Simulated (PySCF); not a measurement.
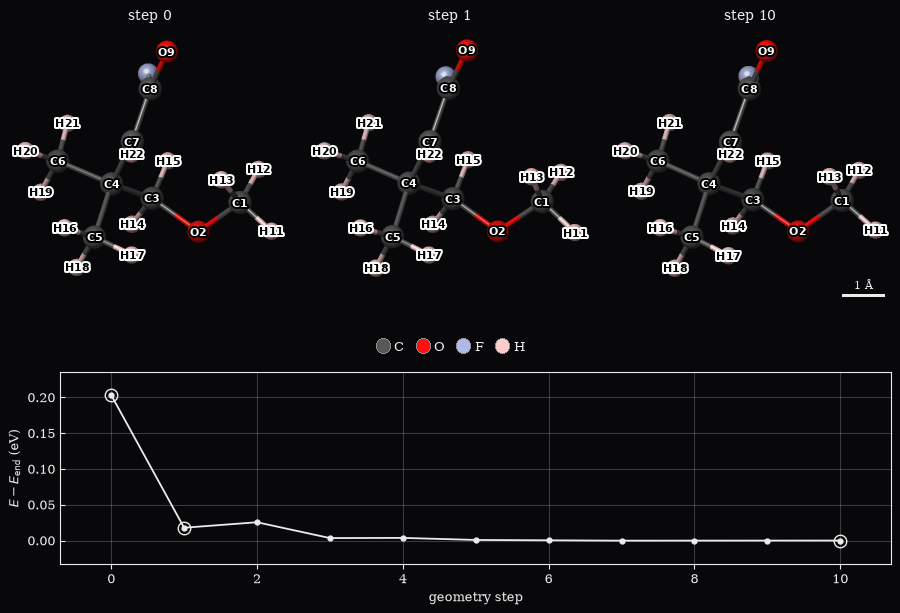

Frames of a relaxation of C$_{7}$H$_{12}$FO$_{2}$ (charge −1), marked on the history of the run. Style: ball-and-stick. Shown face on.

The start comes from GFN2-xTB. Its atoms were then displaced at random by about 0.01 Å.

Method: PySCF 2.14.0, density-fitted response routines, PBE0-D3(BJ)/def2-SVP geometry optimisation, gas phase. 

Describe the path.

Answer. The largest move after the best rigid fit is that of an H atom, 0.22 Å. Largest moves by element: H 0.22 Å, O 0.10 Å, C 0.08 Å, F 0.08 Å. Some distances before and after: C–H 1.138 → 1.103 Å, C–C 1.511 → 1.545 Å, C–F 1.476 → 1.445 Å, C–C 1.569 → 1.539 Å. Bond angles that change, for instance: H–C–H 110.7° → 108.3°, H–C–H 105.0° → 107.4°, O–C–H 109.8° → 112.2°. Over 10 geometry steps the energy falls by 0.203 eV. From step 0 to 1: an H atom moves most (0.26 Å), energy −0.185 eV. From step 1 to 10: the F atom moves most (0.07 Å), energy −0.018 eV.

```
step  E − E(0), eV
   0        0.0000
   1       -0.1854
   2       -0.1777
   3       -0.1998
   4       -0.1996
   5       -0.2024
   6       -0.2029
   7       -0.2034
   8       -0.2034
   9       -0.2033
  10       -0.2033
```

Limits of the set-up: the basis has no diffuse functions, which an anion needs.
